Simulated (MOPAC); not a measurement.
# Geometry relaxation of C$_{2}$H$_{7}$N$_{3}$Si (charge +1) (part 1 of 2)

System: C$_{2}$H$_{7}$N$_{3}$Si, charge +1, multiplicity 2.
Method: PM6, ROHF (MOPAC 23.2.5).

The starting geometry was optimised with PM6.

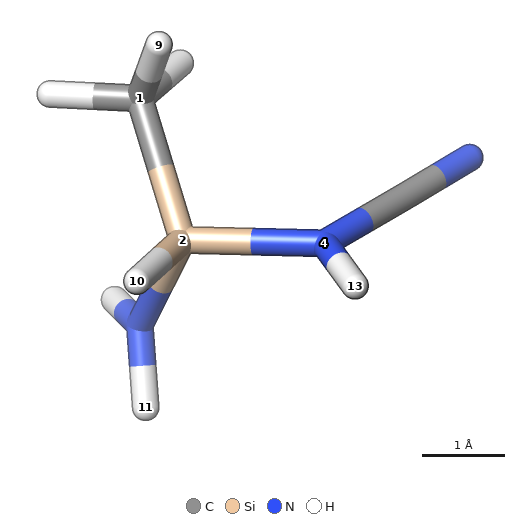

*The structure as given in the input (stick view, seen at a tilt; atoms are numbered from 1 in the order of the input).*

Bond lengths as drawn: C–H 1.10 to 1.11 Å, C–N 1.16 to 1.37 Å, C–Si 1.85 Å, H–N 1.01 to 1.03 Å, H–Si 1.45 Å and N–Si 1.71 to 1.77 Å.

**Input (c2h7n3si.mop)**
```
PM6 GNORM=0.01 CHARGE=1 CYCLES=200 RHF DOUBLET THREADS=1 AUX(PRECISION=6)
C2H7N3Si, PM6

C     -0.436966 1    -0.352759 1     1.542083 1
Si     0.688599 1    -0.145294 1     0.094302 1
N      0.499837 1    -1.482284 1    -0.957119 1
N      0.446274 1     1.443571 1    -0.637106 1
C     -0.772580 1     1.953635 1    -0.983170 1
N     -1.815819 1     2.382924 1    -1.269519 1
H     -0.257536 1    -1.316689 1     2.047345 1
H     -1.505792 1    -0.303791 1     1.284939 1
H     -0.243208 1     0.449707 1     2.277135 1
H      2.091276 1    -0.070031 1     0.466987 1
H      1.071066 1    -1.661235 1    -1.770273 1
H     -0.269358 1    -2.135213 1    -0.931385 1
H      1.236735 1     2.046501 1    -0.903678 1
```

Hardware: 1 thread of Arm Neoverse N1, 98 GiB of memory available, shared host.

Command:
```bash
mopac c2h7n3si.mop
```

**Log**
```
MOPAC v23.2.5
PM6 CALCULATION RESULTS

 *  PM6        - The PM6 Hamiltonian to be used
 *  DOUBLET    - SPIN STATE DEFINED AS A DOUBLET
 *  RHF        - RESTRICTED HARTREE-FOCK CALCULATION
 *
 *
 *
 *                 CHARGE ON SYSTEM = +1
 *
 *
 *
 *  THREADS=1  - MULTI-THREADING NOT USED
 *  CYCLES=    - DO A MAXIMUM OF 200 STEPS
 *  GNORM      - EXIT WHEN GRADIENT NORM DROPS BELOW 0.010
 *  AUX        - OUTPUT AUXILIARY INFORMATION
PM6 GNORM=0.01 CHARGE=1 CYCLES=200 RHF DOUBLET THREADS=1 AUX(PRECISION=6)
 C2H7N3Si, PM6

   ATOM   CHEMICAL          X               Y               Z
  NUMBER   SYMBOL      (ANGSTROMS)     (ANGSTROMS)     (ANGSTROMS)

     1       C         -0.43696600  *  -0.35275900  *   1.54208300  *
     2      Si          0.68859900  *  -0.14529400  *   0.09430200  *
     3       N          0.49983700  *  -1.48228400  *  -0.95711900  *
     4       N          0.44627400  *   1.44357100  *  -0.63710600  *
     5       C         -0.77258000  *   1.95363500  *  -0.98317000  *
     6       N         -1.81581900  *   2.38292400  *  -1.26951900  *
     7       H         -0.25753600  *  -1.31668900  *   2.04734500  *
     8       H         -1.50579200  *  -0.30379100  *   1.28493900  *
     9       H         -0.24320800  *   0.44970700  *   2.27713500  *
    10       H          2.09127600  *  -0.07003100  *   0.46698700  *
    11       H          1.07106600  *  -1.66123500  *  -1.77027300  *
    12       H         -0.26935800  *  -2.13521300  *  -0.93138500  *
    13       H          1.23673500  *   2.04650100  *  -0.90367800  *

          CARTESIAN COORDINATES

    NO.       ATOM           X           Y           Z

     1         C         -0.4370     -0.3528      1.5421
     2        Si          0.6886     -0.1453      0.0943
     3         N          0.4998     -1.4823     -0.9571
     4         N          0.4463      1.4436     -0.6371
     5         C         -0.7726      1.9536     -0.9832
     6         N         -1.8158      2.3829     -1.2695
     7         H         -0.2575     -1.3167      2.0473
     8         H         -1.5058     -0.3038      1.2849
     9         H         -0.2432      0.4497      2.2771
    10         H          2.0913     -0.0700      0.4670
    11         H          1.0711     -1.6612     -1.7703
    12         H         -0.2694     -2.1352     -0.9314
    13         H          1.2367      2.0465     -0.9037

           Empirical Formula: C2 H7 N3 Si  =    13 atoms

      MOLECULAR POINT GROUP   :   C1

 DOUBLET STATE CALCULATION

      THERE ARE   16 DOUBLY FILLED LEVELS

      RHF CALCULATION, NO. OF DOUBLY OCCUPIED LEVELS = 16

                       NO. OF SINGLY OCCUPIED LEVELS =    1

          Geometry optimization using EF

          DIAGONAL MATRIX USED AS START HESSIAN
```

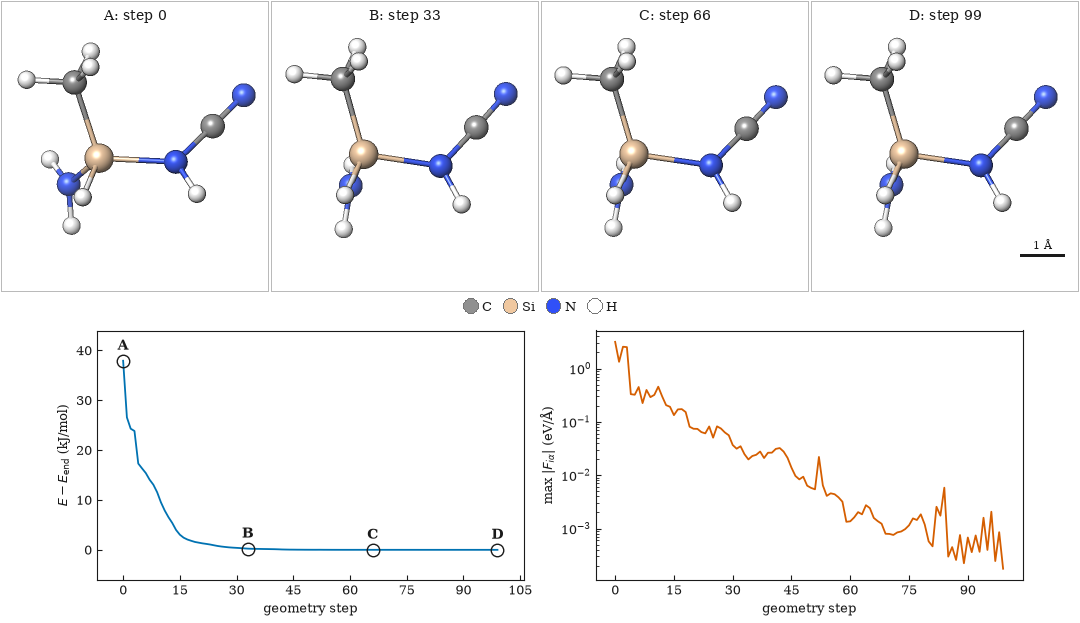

*Frames of the relaxation (ball-and-stick view, seen at a tilt) above the curves, on which the letters mark them (steps are counted from 0).*

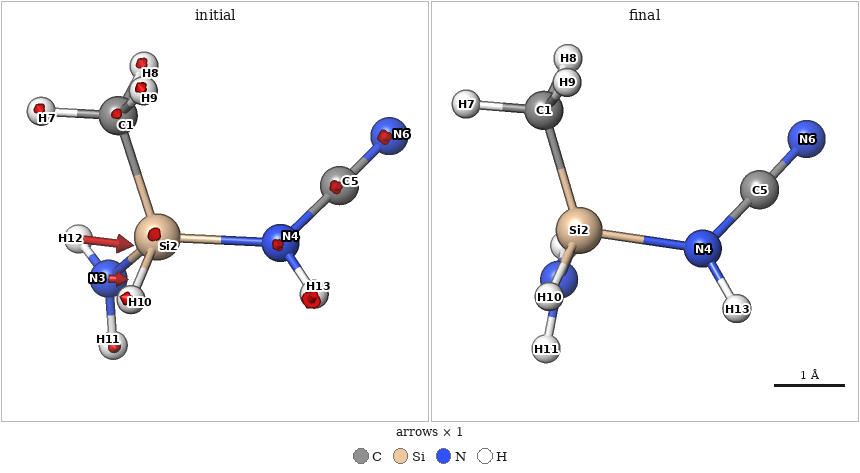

*Before (left) and after (right) the relaxation, at one scale (ball-and-stick view, seen at a tilt). The red arrows give the displacements, at true length.*

The atom that moves furthest after the best rigid fit is H12 (0.82 Å). By element the largest moves are H 0.82 Å, N 0.30 Å, Si 0.24 Å, C 0.23 Å. Among the contacts that change: Si2–N3 1.711 → 1.775 Å, C1–Si2 1.846 → 1.802 Å, Si2–N4 1.766 → 1.803 Å, C1–H7 1.103 → 1.117 Å. Among the angles that change: N3–Si2–N4 115.7° → 89.4°, C1–Si2–N3 109.1° → 115.5°, N4–Si2–H10 101.1° → 106.5°. The energy falls by 37.9 kJ/mol in 99 geometry steps. Largest force component: 3.2 eV/Å at the start, 0.00018 eV/Å at the end. (Atoms are counted from 1 in the order of the input.)

```
 CYCLE:     1 TIME:   0.066 TIME LEFT:  2.00D  GRAD.:    95.082 HEAT:  208.6835
 CYCLE:     2 TIME:   0.113 TIME LEFT:  2.00D  GRAD.:    70.708 HEAT:  205.9675
 CYCLE:     3 TIME:   0.059 TIME LEFT:  2.00D  GRAD.:    95.977 HEAT:  205.4261
 CYCLE:     4 TIME:   0.105 TIME LEFT:  2.00D  GRAD.:    96.864 HEAT:  205.3161
 CYCLE:     5 TIME:   0.051 TIME LEFT:  2.00D  GRAD.:    22.240 HEAT:  203.7555
 CYCLE:     6 TIME:   0.105 TIME LEFT:  2.00D  GRAD.:    18.433 HEAT:  203.5241
 CYCLE:     7 TIME:   0.055 TIME LEFT:  2.00D  GRAD.:    20.556 HEAT:  203.2982
 CYCLE:     8 TIME:   0.051 TIME LEFT:  2.00D  GRAD.:    13.060 HEAT:  202.9825
 CYCLE:     9 TIME:   0.055 TIME LEFT:  2.00D  GRAD.:    19.504 HEAT:  202.7407
 CYCLE:    10 TIME:   0.055 TIME LEFT:  2.00D  GRAD.:    17.861 HEAT:  202.3787
 CYCLE:    11 TIME:   0.051 TIME LEFT:  2.00D  GRAD.:    19.065 HEAT:  201.8950
 CYCLE:    12 TIME:   0.055 TIME LEFT:  2.00D  GRAD.:    21.849 HEAT:  201.5032
 CYCLE:    13 TIME:   0.051 TIME LEFT:  2.00D  GRAD.:    13.166 HEAT:  201.1818
 CYCLE:    14 TIME:   0.051 TIME LEFT:  2.00D  GRAD.:    11.221 HEAT:  200.9056
 CYCLE:    15 TIME:   0.055 TIME LEFT:  2.00D  GRAD.:    13.093 HEAT:  200.5712
 CYCLE:    16 TIME:   0.051 TIME LEFT:  2.00D  GRAD.:     8.564 HEAT:  200.3450
 CYCLE:    17 TIME:   0.051 TIME LEFT:  2.00D  GRAD.:     8.815 HEAT:  200.2013
 CYCLE:    18 TIME:   0.047 TIME LEFT:  2.00D  GRAD.:     9.323 HEAT:  200.1131
 CYCLE:    19 TIME:   0.051 TIME LEFT:  2.00D  GRAD.:     7.775 HEAT:  200.0516
 CYCLE:    20 TIME:   0.051 TIME LEFT:  2.00D  GRAD.:     4.083 HEAT:  199.9964
 CYCLE:    21 TIME:   0.051 TIME LEFT:  2.00D  GRAD.:     4.011 HEAT:  199.9623
 CYCLE:    22 TIME:   0.047 TIME LEFT:  2.00D  GRAD.:     3.962 HEAT:  199.9288
 CYCLE:    23 TIME:   0.051 TIME LEFT:  2.00D  GRAD.:     3.266 HEAT:  199.9027
 CYCLE:    24 TIME:   0.051 TIME LEFT:  2.00D  GRAD.:     3.396 HEAT:  199.8739
 CYCLE:    25 TIME:   0.047 TIME LEFT:  2.00D  GRAD.:     4.352 HEAT:  199.8376
 CYCLE:    26 TIME:   0.051 TIME LEFT:  2.00D  GRAD.:     3.418 HEAT:  199.8032
 CYCLE:    27 TIME:   0.051 TIME LEFT:  2.00D  GRAD.:     3.901 HEAT:  199.7768
 CYCLE:    28 TIME:   0.047 TIME LEFT:  2.00D  GRAD.:     3.353 HEAT:  199.7559
 CYCLE:    29 TIME:   0.047 TIME LEFT:  2.00D  GRAD.:     3.128 HEAT:  199.7370
 CYCLE:    30 TIME:   0.047 TIME LEFT:  2.00D  GRAD.:     3.002 HEAT:  199.7241
 CYCLE:    31 TIME:   0.051 TIME LEFT:  2.00D  GRAD.:     2.083 HEAT:  199.7134
 CYCLE:    32 TIME:   0.047 TIME LEFT:  2.00D  GRAD.:     2.077 HEAT:  199.7019
 CYCLE:    33 TIME:   0.047 TIME LEFT:  2.00D  GRAD.:     2.035 HEAT:  199.6879
 CYCLE:    34 TIME:   0.047 TIME LEFT:  2.00D  GRAD.:     1.418 HEAT:  199.6757
 CYCLE:    35 TIME:   0.051 TIME LEFT:  2.00D  GRAD.:     1.120 HEAT:  199.6692
 CYCLE:    36 TIME:   0.047 TIME LEFT:  2.00D  GRAD.:     1.153 HEAT:  199.6657
 CYCLE:    37 TIME:   0.047 TIME LEFT:  2.00D  GRAD.:     1.266 HEAT:  199.6626
 CYCLE:    38 TIME:   0.047 TIME LEFT:  2.00D  GRAD.:     1.253 HEAT:  199.6587
 CYCLE:    39 TIME:   0.047 TIME LEFT:  2.00D  GRAD.:     1.103 HEAT:  199.6561
 CYCLE:    40 TIME:   0.051 TIME LEFT:  2.00D  GRAD.:     1.200 HEAT:  199.6526
 CYCLE:    41 TIME:   0.047 TIME LEFT:  2.00D  GRAD.:     1.391 HEAT:  199.6495
 CYCLE:    42 TIME:   0.047 TIME LEFT:  2.00D  GRAD.:     1.620 HEAT:  199.6439
 CYCLE:    43 TIME:   0.047 TIME LEFT:  2.00D  GRAD.:     1.592 HEAT:  199.6365
 CYCLE:    44 TIME:   0.051 TIME LEFT:  2.00D  GRAD.:     1.174 HEAT:  199.6324
 CYCLE:    45 TIME:   0.047 TIME LEFT:  2.00D  GRAD.:     1.062 HEAT:  199.6291
 CYCLE:    46 TIME:   0.047 TIME LEFT:  2.00D  GRAD.:     0.776 HEAT:  199.6279
 CYCLE:    47 TIME:   0.047 TIME LEFT:  2.00D  GRAD.:     0.606 HEAT:  199.6260
 CYCLE:    48 TIME:   0.047 TIME LEFT:  2.00D  GRAD.:     0.526 HEAT:  199.6251
 CYCLE:    49 TIME:   0.047 TIME LEFT:  2.00D  GRAD.:     0.506 HEAT:  199.6237
 CYCLE:    50 TIME:   0.047 TIME LEFT:  2.00D  GRAD.:     0.403 HEAT:  199.6230
 CYCLE:    51 TIME:   0.047 TIME LEFT:  2.00D  GRAD.:     0.362 HEAT:  199.6224
 CYCLE:    52 TIME:   0.047 TIME LEFT:  2.00D  GRAD.:     0.354 HEAT:  199.6220
 CYCLE:    53 TIME:   0.047 TIME LEFT:  2.00D  GRAD.:     1.002 HEAT:  199.6230
 CYCLE:    54 TIME:   0.051 TIME LEFT:  2.00D  GRAD.:     0.421 HEAT:  199.6216
 CYCLE:    55 TIME:   0.043 TIME LEFT:  2.00D  GRAD.:     0.296 HEAT:  199.6210
 CYCLE:    56 TIME:   0.047 TIME LEFT:  2.00D  GRAD.:     0.330 HEAT:  199.6203
 CYCLE:    57 TIME:   0.051 TIME LEFT:  2.00D  GRAD.:     0.284 HEAT:  199.6200
 CYCLE:    58 TIME:   0.043 TIME LEFT:  2.00D  GRAD.:     0.225 HEAT:  199.6197
 CYCLE:    59 TIME:   0.047 TIME LEFT:  2.00D  GRAD.:     0.146 HEAT:  199.6196
 CYCLE:    60 TIME:   0.047 TIME LEFT:  2.00D  GRAD.:     0.091 HEAT:  199.6195
 CYCLE:    61 TIME:   0.047 TIME LEFT:  2.00D  GRAD.:     0.091 HEAT:  199.6196
 CYCLE:    62 TIME:   0.047 TIME LEFT:  2.00D  GRAD.:     0.103 HEAT:  199.6195
 CYCLE:    63 TIME:   0.047 TIME LEFT:  2.00D  GRAD.:     0.128 HEAT:  199.6196
 CYCLE:    64 TIME:   0.047 TIME LEFT:  2.00D  GRAD.:     0.110 HEAT:  199.6196
 CYCLE:    65 TIME:   0.047 TIME LEFT:  2.00D  GRAD.:     0.147 HEAT:  199.6197
 CYCLE:    66 TIME:   0.047 TIME LEFT:  2.00D  GRAD.:     0.114 HEAT:  199.6195
 CYCLE:    67 TIME:   0.047 TIME LEFT:  2.00D  GRAD.:     0.085 HEAT:  199.6195
 CYCLE:    68 TIME:   0.047 TIME LEFT:  2.00D  GRAD.:     0.069 HEAT:  199.6194
 CYCLE:    69 TIME:   0.047 TIME LEFT:  2.00D  GRAD.:     0.067 HEAT:  199.6193
 CYCLE:    70 TIME:   0.047 TIME LEFT:  2.00D  GRAD.:     0.048 HEAT:  199.6197
 CYCLE:    71 TIME:   0.043 TIME LEFT:  2.00D  GRAD.:     0.045 HEAT:  199.6193
 CYCLE:    72 TIME:   0.047 TIME LEFT:  2.00D  GRAD.:     0.043 HEAT:  199.6194
 CYCLE:    73 TIME:   0.047 TIME LEFT:  2.00D  GRAD.:     0.039 HEAT:  199.6195
 CYCLE:    74 TIME:   0.047 TIME LEFT:  2.00D  GRAD.:     0.047 HEAT:  199.6194
 CYCLE:    75 TIME:   0.047 TIME LEFT:  2.00D  GRAD.:     0.045 HEAT:  199.6193
 CYCLE:    76 TIME:   0.047 TIME LEFT:  2.00D  GRAD.:     0.066 HEAT:  199.6193
 CYCLE:    77 TIME:   0.047 TIME LEFT:  2.00D  GRAD.:     0.086 HEAT:  199.6192
 CYCLE:    78 TIME:   0.043 TIME LEFT:  2.00D  GRAD.:     0.073 HEAT:  199.6190
 CYCLE:    79 TIME:   0.051 TIME LEFT:  2.00D  GRAD.:     0.103 HEAT:  199.6190
 CYCLE:    80 TIME:   0.047 TIME LEFT:  2.00D  GRAD.:     0.068 HEAT:  199.6189
 CYCLE:    81 TIME:   0.047 TIME LEFT:  2.00D  GRAD.:     0.043 HEAT:  199.6189
 CYCLE:    82 TIME:   0.047 TIME LEFT:  2.00D  GRAD.:     0.025 HEAT:  199.6190
 CYCLE:    83 TIME:   0.047 TIME LEFT:  2.00D  GRAD.:     0.143 HEAT:  199.6190
 CYCLE:    84 TIME:   0.043 TIME LEFT:  2.00D  GRAD.:     0.097 HEAT:  199.6189
 CYCLE:    85 TIME:   0.047 TIME LEFT:  2.00D  GRAD.:     0.333 HEAT:  199.6189
 CYCLE:    86 TIME:   0.047 TIME LEFT:  2.00D  GRAD.:     0.018 HEAT:  199.6188
 CYCLE:    87 TIME:   0.047 TIME LEFT:  2.00D  GRAD.:     0.019 HEAT:  199.6189
 CYCLE:    88 TIME:   0.047 TIME LEFT:  2.00D  GRAD.:     0.014 HEAT:  199.6188
 CYCLE:    89 TIME:   0.043 TIME LEFT:  2.00D  GRAD.:     0.038 HEAT:  199.6188
 CYCLE:    90 TIME:   0.047 TIME LEFT:  2.00D  GRAD.:     0.017 HEAT:  199.6189
 CYCLE:    91 TIME:   0.047 TIME LEFT:  2.00D  GRAD.:     0.036 HEAT:  199.6189
 CYCLE:    92 TIME:   0.047 TIME LEFT:  2.00D  GRAD.:     0.017 HEAT:  199.6189
 CYCLE:    93 TIME:   0.047 TIME LEFT:  2.00D  GRAD.:     0.031 HEAT:  199.6189
 CYCLE:    94 TIME:   0.043 TIME LEFT:  2.00D  GRAD.:     0.017 HEAT:  199.6188
 CYCLE:    95 TIME:   0.047 TIME LEFT:  2.00D  GRAD.:     0.067 HEAT:  199.6188
 CYCLE:    96 TIME:   0.047 TIME LEFT:  2.00D  GRAD.:     0.021 HEAT:  199.6189
 CYCLE:    97 TIME:   0.047 TIME LEFT:  2.00D  GRAD.:     0.093 HEAT:  199.6189
 CYCLE:    98 TIME:   0.043 TIME LEFT:  2.00D  GRAD.:     0.018 HEAT:  199.6188
 CYCLE:    99 TIME:   0.047 TIME LEFT:  2.00D  GRAD.:     0.034 HEAT:  199.6188
 CYCLE:   100 TIME:   0.047 TIME LEFT:  2.00D  GRAD.:     0.010 HEAT:  199.6189

     GRADIENT =  0.00967 IS LESS THAN CUTOFF =  0.01000

 -------------------------------------------------------------------------------
 PM6 GNORM=0.01 CHARGE=1 CYCLES=200 RHF DOUBLET THREADS=1 AUX(PRECISION=6)
 C2H7N3Si, PM6

     GEOMETRY OPTIMISED USING EIGENVECTOR FOLLOWING (EF).
     SCF FIELD WAS ACHIEVED

                              PM6 CALCULATION

          FINAL HEAT OF FORMATION =        199.61886 KCAL/MOL =     835.20529 KJ/MOL

          COSMO AREA              =        142.74 SQUARE ANGSTROMS
          COSMO VOLUME            =        135.87 CUBIC ANGSTROMS
```
